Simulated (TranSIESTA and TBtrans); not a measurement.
Junction: Cu chain with one Na atom in place of Cu. Leads: straight Cu chain, spacing 2.3 Å. Geometry: 3 atoms about the centre moved by SIESTA (PBE, DZP) to a largest force of 0.02 eV/Å, all others as built, motion along the axis alone. Transport runs along z; the first 6 and the last 6 of the 21 atoms are the lead cells, repeated to infinity.

```xyz
21
Lattice="9.000 0.000 0.000 0.000 9.000 0.000 0.000 0.000 49.300" Properties=species:S:1:pos:R:3 pbc="F F T"
Cu     4.500     4.500     0.000
Cu     4.500     4.500     2.300
Cu     4.500     4.500     4.600
Cu     4.500     4.500     6.900
Cu     4.500     4.500     9.200
Cu     4.500     4.500    11.500
Cu     4.500     4.500    13.800
Cu     4.500     4.500    16.100
Cu     4.500     4.500    18.400
Cu     4.500     4.500    20.604
Na     4.500     4.500    23.495
Cu     4.500     4.500    26.393
Cu     4.500     4.500    28.600
Cu     4.500     4.500    30.900
Cu     4.500     4.500    33.200
Cu     4.500     4.500    35.500
Cu     4.500     4.500    37.800
Cu     4.500     4.500    40.100
Cu     4.500     4.500    42.400
Cu     4.500     4.500    44.700
Cu     4.500     4.500    47.000
```

TranSIESTA and TBtrans, PBE, DZP numerical orbitals (energy shift 0.15 eV), PseudoDojo norm-conserving scalar-relativistic potentials, mesh cutoff 200 Ry, 300 K, no spin polarisation, no spin-orbit coupling; self-consistent non-equilibrium Green functions.

Energies count from the leads' Fermi level. Transmissions are for one spin of a degenerate pair. The energy step is 0.01 eV; narrower resonances are cut or missed.

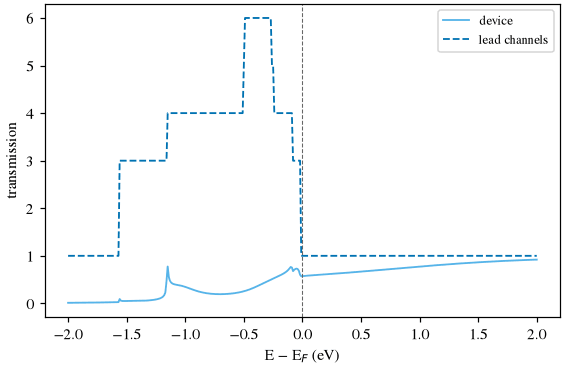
Figure: Transmission against energy

```csv
E (eV),T,lead channels
-2.00,0.012,1
-1.80,0.017,1
-1.60,0.025,1
-1.40,0.053,3
-1.20,0.12,3
-1.00,0.35,4
-0.80,0.21,4
-0.60,0.21,4
-0.40,0.35,band edge
-0.20,0.58,4
0.00,0.57,1
0.20,0.61,1
0.40,0.65,1
0.60,0.69,1
0.80,0.73,1
1.00,0.77,1
1.20,0.81,1
1.40,0.85,1
1.60,0.88,1
1.80,0.90,1
2.00,0.92,1
```

The leads' channel count changes near -0.01 eV, within the thermal window, so values at the Fermi level hang on where that band edge falls. The straight chain is held at its spacing; free chains may zigzag or dimerise. No spin-polarised start was tried, so a magnetic state, if there is one, is missed.
